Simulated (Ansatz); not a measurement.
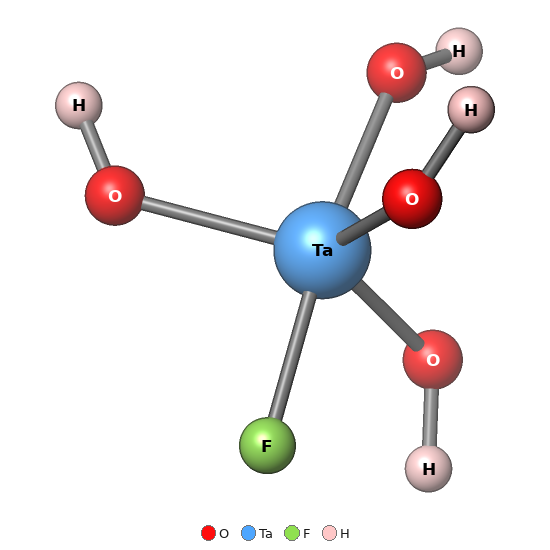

Depth is shown by fading: the farther an atom, the more it takes the colour of the background. Charge 0, singlet. The geometry was computed by an optimisation with PBE0-D4/def2-TZVP.

Which symmetry elements does this geometry have?

Answer. It has 1 mirror plane, so the point group is Cs. The group has 2 operations. The geometry is achiral, and symmetry allows a dipole moment.
